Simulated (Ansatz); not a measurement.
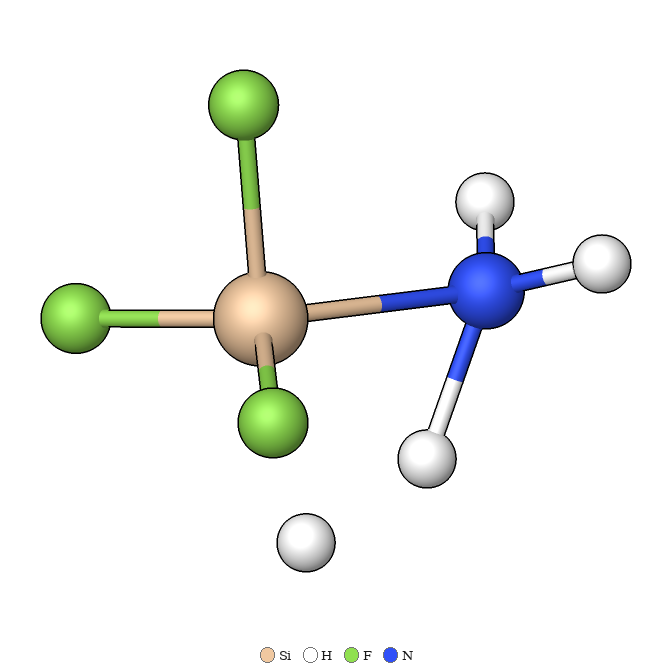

Sticks follow a distance rule. Harmonic vibrations computed with RKS PBE0-D4/def2-TZVP (Ansatz 0.2.0) at a stationary point of the same level.

Question: Is this a minimum or a saddle point?

Answer: A first-order saddle point: one imaginary frequency, 1441i cm⁻¹.

Question: How many vibrational modes are there, and where do they lie?

Answer: 21 modes: 1441i, 107, 144, 166, 373, 375, 461, 660, 696, 799, 845, 888, 904, 1021, 1022, 1520, 1529, 1728, 1915, 3507, 3611 cm⁻¹.
